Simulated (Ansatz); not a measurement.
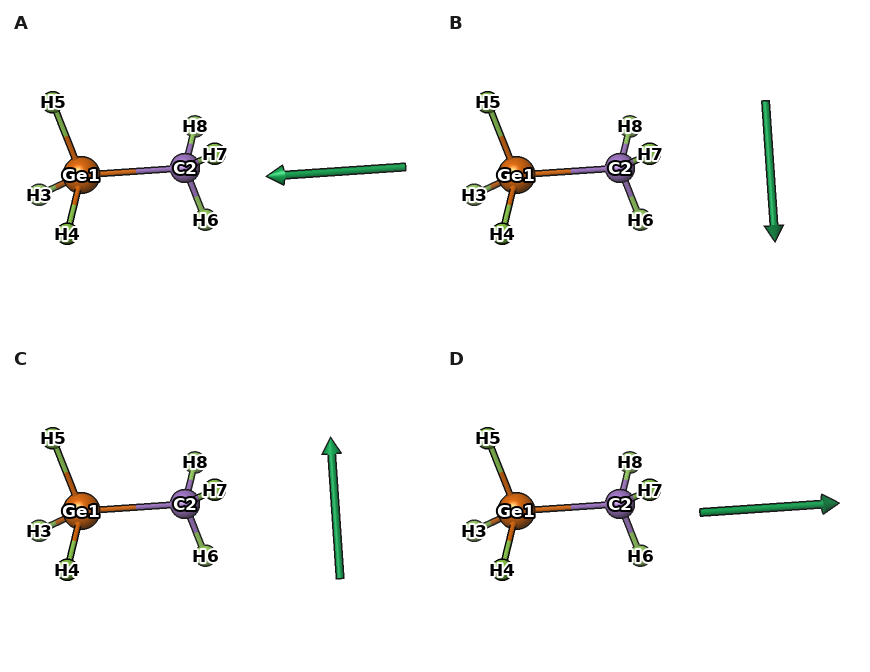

The same molecule four times, each with an arrow. Computed geometry: PBE0-D4/def2-TZVP optimisation. Method: RKS PBE0-D4/def2-TZVP (Ansatz 0.2.0).

> Which arrow points along the dipole moment, from the negative to the positive end?

D. The dipole moment is 0.72 D; it points from the side of H3, H4, H5 to the side of H6, H7, H8 (the outermost atoms at the two ends).
